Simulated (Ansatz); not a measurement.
# BH4NSi: how energies converge with the basis set

Aim: see how fast density functionals converge with the basis set for BH4NSi.

Program: Ansatz 0.2.0, Gaussian basis. Level of theory: one geometry, several basis sets. These are calculated values, not measurements.

Plan: PBE0-D4/def2-SVP; ωB97M-V/def2-SVP; PBE0-D4/def2-QZVPP; ωB97M-V/def2-QZVPP; the functionals' def2-TZVPP values are taken from earlier runs.

## Step 1: The geometry

An earlier PBE0-D4 in a triple-zeta def2 set relaxation fixed the geometry.

SMILES `B1N[SiH2]1`, 7 atoms, charge 0, spin multiplicity 1.

Atoms are counted from 1 here; the program's logs count them from 0.

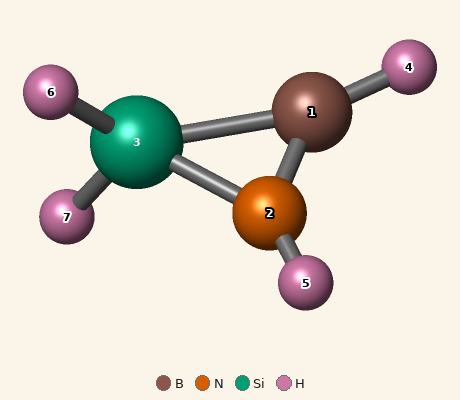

The geometry (boron brown, nitrogen orange, silicon teal, hydrogen pink); atoms are numbered from 1 in the order of the file.

Coordinates:

```mol
BH4NSi
  3D, bonds by distance, orders not assigned

  7  7  0  0  0  0  0  0  0  0999 V2000
   -0.9696   -0.5420   -0.2765 B   0  0
    0.0119    0.2336   -0.8524 N   0  0
    0.4954    0.0557    0.8264 Si  0  0
   -1.9737   -1.0652   -0.6345 H   0  0
    0.2167    0.6204   -1.7612 H   0  0
    0.5166    1.3163    1.6120 H   0  0
    1.7641   -0.6868    1.0405 H   0  0
  1  2  8  0
  2  3  8  0
  1  4  8  0
  2  5  8  0
  3  6  8  0
  3  7  8  0
  1  3  8  0
M  END
```

## Step 2: PBE0-D4 in def2-SVP

Input file in.yaml:

```yaml
crystal:
  periodic: [false, false, false]
  atoms:
    - {symbol: B, position_ang: [-0.969556, -0.542007, -0.276497]}
    - {symbol: N, position_ang: [0.011943, 0.233586, -0.852387]}
    - {symbol: Si, position_ang: [0.495361, 0.055668, 0.826435]}
    - {symbol: H, position_ang: [-1.973670, -1.065227, -0.634500]}
    - {symbol: H, position_ang: [0.216656, 0.620375, -1.761158]}
    - {symbol: H, position_ang: [0.516608, 1.316260, 1.611976]}
    - {symbol: H, position_ang: [1.764057, -0.686756, 1.040530]}
basis:
  gaussian: {orbitals: def2-SVP}
hamiltonian: {xc: pbe0, dispersion: d4}
output: {orbitals: {seedname: orbitals}}
```

Launch:

```bash
$ ansatz run in.yaml --threads 2 --pin off --events-out ev --progress --plain --max-ram 4352MiB
```

The runs that follow: ωB97M-V in def2-SVP; PBE0-D4 in def2-QZVPP; ωB97M-V in def2-QZVPP.

Before running them: what should the planned runs give, taken together? Wanted: PBE0-D4: double and triple zeta above quadruple; ωB97M-V: double and triple zeta above quadruple.

As calculated:

| quantity | value |
| --- | --- |
| PBE0-D4: double and triple zeta above quadruple | 5.69, 0.41 eV |
| ωB97M-V: double and triple zeta above quadruple | 5.77, 0.37 eV |

**Reading.** PBE0-D4 gains 5.28 eV from double to triple zeta, then 0.41 eV more. These are total energies; as a rule much of such shifts cancels in differences, which this series doesn't test. The LUMO of ωB97M-V is positive and keeps falling with the basis (2.08 to 1.23 eV): an unbound level that the basis holds in place.
